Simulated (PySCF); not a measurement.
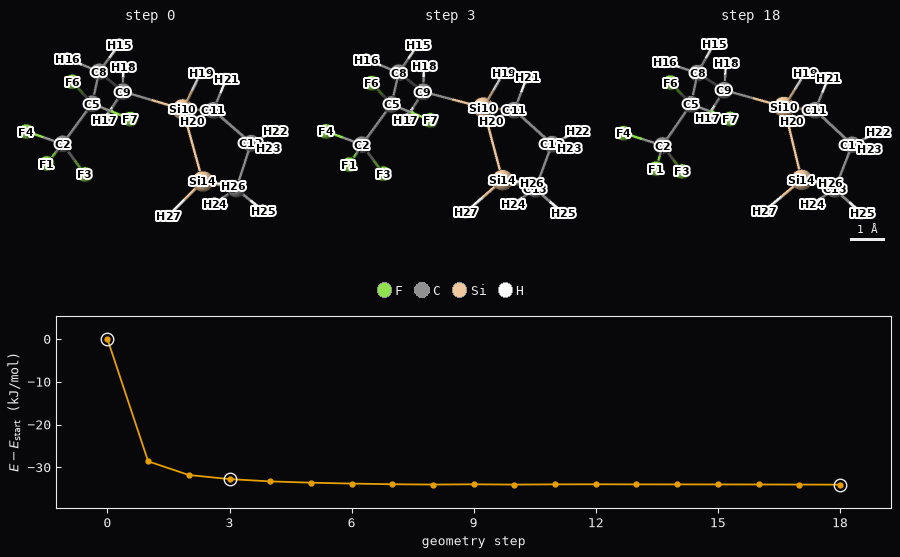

Frames of a relaxation of C7H13F5Si2, marked on the history of the run. The picture is a ball-and-stick view, seen at a tilt.

The start comes from GFN2-xTB. Its atoms were then displaced at random by about 0.01 Å.

Theory: PBE0-D3(BJ)/def2-SVP geometry optimisation, gas phase (PySCF 2.14.0, density-fitted response routines). 

Q: Describe the path.

A: The largest move after the best rigid fit is that of F1, 0.33 Å. By element the largest moves are F 0.33 Å, H 0.19 Å, Si 0.09 Å, C 0.06 Å. Some distances before and after: C13–H25 1.042 → 1.101 Å, C12–H22 1.069 → 1.105 Å, Si10–H19 1.469 → 1.499 Å, C11–H21 1.075 → 1.102 Å. Among the angles between lasting bonds that change: Si14–Si10–H19 118.5° → 113.3°, C9–Si10–H19 103.9° → 108.4°, F1–C2–F4 104.6° → 108.8°. After 18 geometry steps the energy has fallen by 34.0 kJ/mol. The run took 12 min on 2 threads of Intel(R) Xeon(R) Platinum 8375C CPU @ 2.90GHz (shared host). From step 0 to 3: H27 moves most (0.14 Å), energy −32.7 kJ/mol. From step 3 to 18: F1 moves most (0.24 Å), energy −1.30 kJ/mol.
